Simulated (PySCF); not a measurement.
```xyz
5

Cl    0.0105    0.0702    2.0471
Si    0.0188   -0.0188    0.0055
Br    2.0038   -0.6686   -0.6798
Br   -0.4426    1.9732   -0.8052
Br   -1.4984   -1.4608   -0.6640
```

Geometry: PBE0-D3(BJ)/def2-SVP.

Theory: wB97X-D/def2-SVPD, SCF density, gas phase in PySCF 2.14.0.

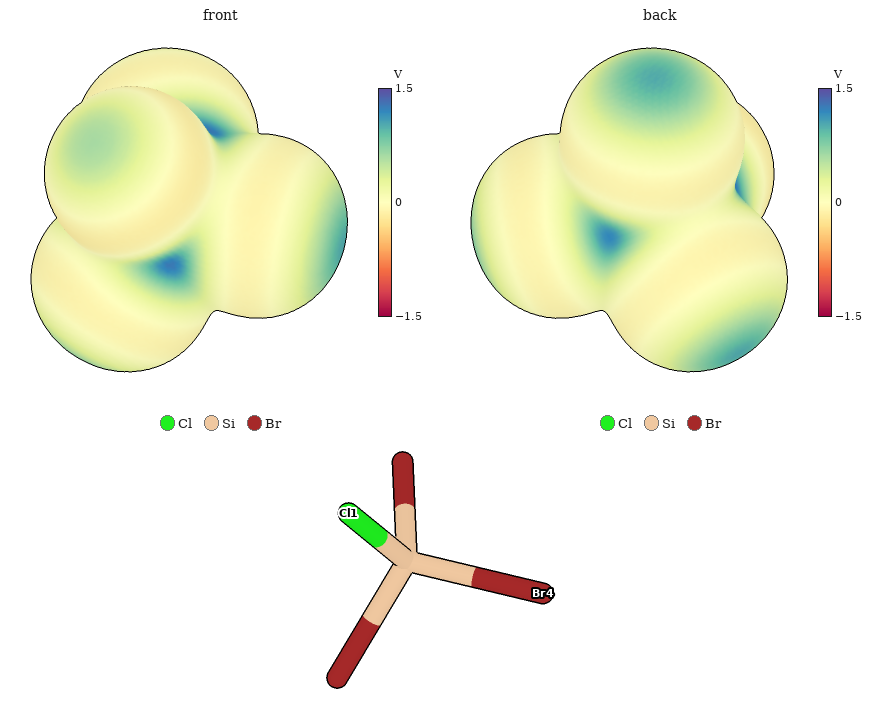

Br₃ClSi. The electrostatic potential painted on the density surface at 0.002 e/bohr³, seen from the front and from behind; the colour scale runs from red (negative) to blue (positive). The bare structure is drawn below in the same view.

Question: Which sites attract a positive test charge, and which a negative one?

Answer: A positive charge is drawn to the negative regions and a negative charge to the positive ones. The most negative region (about −0.1 V) lies over Cl1, the most positive (about +1.2 V, or +28 kcal/mol for a unit charge) over Si2. Cl1 shows a σ-hole: about +0.6 V, or +14 kcal/mol for a unit charge at the tip opposite its bond, against about −0.1 V on its flanks. Br3 shows a σ-hole: about +1.0 V, or +23 kcal/mol for a unit charge at the tip opposite its bond, against about −0.1 V on its flanks. Br4 shows a σ-hole: about +1.0 V, or +23 kcal/mol for a unit charge at the tip opposite its bond, against about −0.1 V on its flanks. Br5 shows a σ-hole: about +1.0 V, or +23 kcal/mol for a unit charge at the tip opposite its bond, against about −0.1 V on its flanks.
